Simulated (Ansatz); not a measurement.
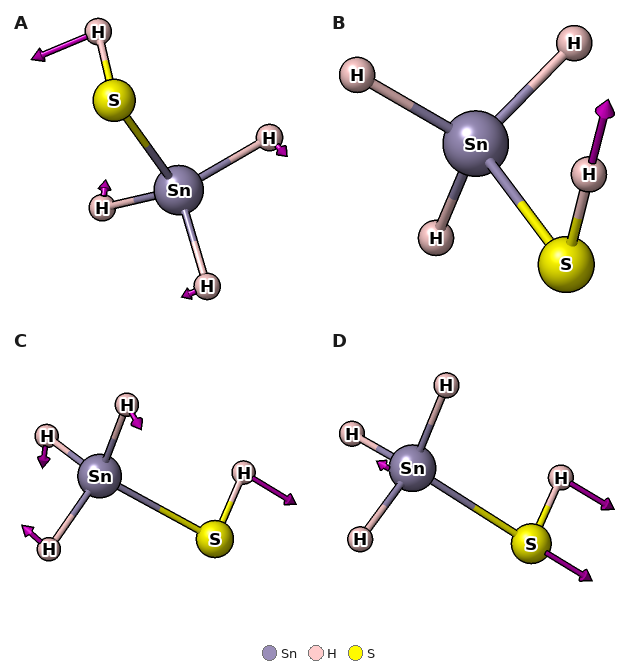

4 normal modes of one molecule or complex, as arrows. Harmonic vibrations computed with RKS PBE0-D4/def2-TZVP, core potentials on Sn (Ansatz 0.2.0) at a stationary point of the same level.

Match the panels to the wavenumbers 113 cm⁻¹, 356 cm⁻¹, 732 cm⁻¹, 2714 cm⁻¹.

Answer. A: 113 cm⁻¹, a torsion or out-of-plane motion in which bond lengths and bond angles hardly change
B: 2714 cm⁻¹, S–H stretching
C: 732 cm⁻¹, angle bending
D: 356 cm⁻¹, Sn–S stretching
